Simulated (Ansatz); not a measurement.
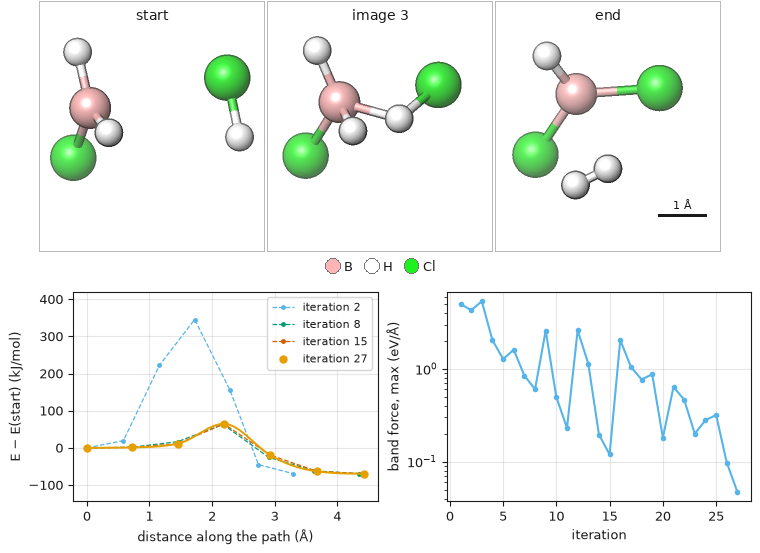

A nudged-elastic-band calculation for BH3Cl2, made up at the start of BH2Cl and HCl. Images are numbered from 0 (start) to 6 (end). The plot follows the band through its iterations. The picture is a ball-and-stick view, seen at a tilt.

All numbers below come from RKS B3LYP-D4/def2-SVP in Ansatz 0.2.0.

The input:
```yaml
crystal:
  periodic: [false, false, false]
  atoms:
    - { symbol: B, position_ang: [-0.01989, -0.329791, -0.124331] }
    - { symbol: H, position_ang: [-0.175087, -0.749429, 0.989673] }
    - { symbol: Cl, position_ang: [1.604272, -0.356117, -0.791686] }
    - { symbol: H, position_ang: [-0.924157, 0.002897, -0.838405] }
    - { symbol: Cl, position_ang: [-0.05747, 2.366547, 1.137527] }
    - { symbol: H, position_ang: [0.810331, 1.917592, 1.981923] }
basis:
  gaussian: { orbitals: def2-SVP }
hamiltonian:
  xc: b3lyp
  dispersion: d4
neb:
  order_check: false
  images: 5
  f_tol: 0.05
  max_iterations: 60
  initial_path: linear
  final_atoms:
    - { symbol: B, position_ang: [0.04467392, 0.65729376, -0.62409272] }
    - { symbol: H, position_ang: [0.43043244, -0.36624603, 2.37712121] }
    - { symbol: Cl, position_ang: [1.49291521, -0.23177119, -1.02856508] }
    - { symbol: H, position_ang: [-1.0133106, 0.09769353, -0.62303731] }
    - { symbol: Cl, position_ang: [0.12279025, 2.35780673, -0.22822544] }
    - { symbol: H, position_ang: [0.16049778, 0.3369222, 2.48150033] }
```

Launched with:
```bash
ansatz run input.yaml --threads 1 --pin off --max-ram 2048MiB --backend cpu --events-out ev --progress --plain --runs-dir out
```

Question: Did the band converge, and can the barrier be trusted?

Answer: The run is converged, with reservations. The band converged in 27 iterations. The largest component of the band force went from 5 to 0.047 eV/Å. The climbing image converged on the top of the path. Its curvatures weren't checked. The straight starting path can push atoms close together and costs iterations. The first iteration put the highest image at 494.7 kJ/mol. The energy climbs by 64.7 kJ/mol to image 3 and then falls by 134.1 kJ/mol, so the end point sits at −69.5 kJ/mol.

Limits of the set-up: the start holds two separate molecules, 3.0 Å apart at their closest, whose relative position is a soft coordinate.
